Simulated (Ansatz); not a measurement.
```yaml
atoms:
  - { symbol: F, position_ang: [-0.1501, -1.2662, 2.2777] }
  - { symbol: Al, position_ang: [0.5684, -0.9147, 0.8577] }
  - { symbol: Cl, position_ang: [2.3336, -1.7678, 0.2200] }
  - { symbol: F, position_ang: [-0.6674, -0.8480, -0.4532] }
  - { symbol: Al, position_ang: [-0.6895, 0.9310, -0.7437] }
  - { symbol: F, position_ang: [-2.0805, 1.5661, -0.1798] }
  - { symbol: Cl, position_ang: [0.1518, 1.4336, -2.5576] }
  - { symbol: F, position_ang: [0.5337, 0.8660, 0.5789] }
```

Geometry: PBE0-D4/def2-TZVP.

The calculation used RKS PBE0-D4/def2-TZVPP in Ansatz 0.2.0.

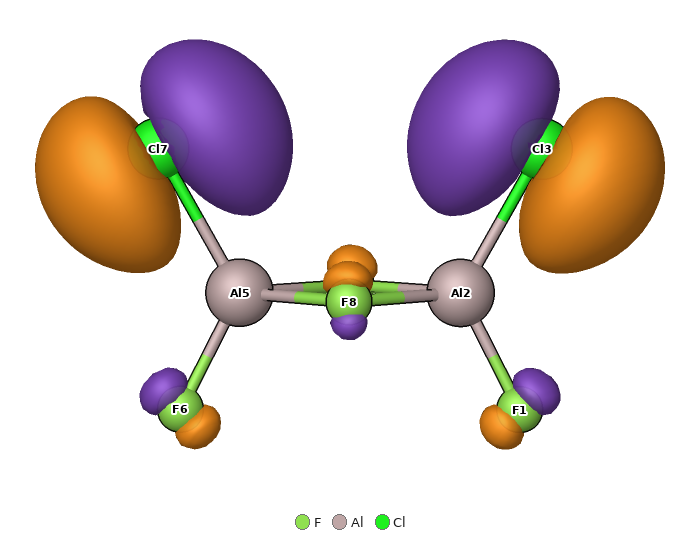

Al2Cl2F4 (SMILES [F][Al-]1([Cl])[F+][Al-]([F])([Cl])[F+]1). The HOMO−1 at ±0.1 Å⁻³ᐟ² (orange and purple are the two phases), seen across its widest extent.

What is the character of this orbital?

Answer. By Hirshfeld shares it lies mainly on Cl3 (about 45 %) and Cl7 (about 45 %); largely a combination of lone pairs on Cl3 and Cl7. Its energy is −10.04 eV.
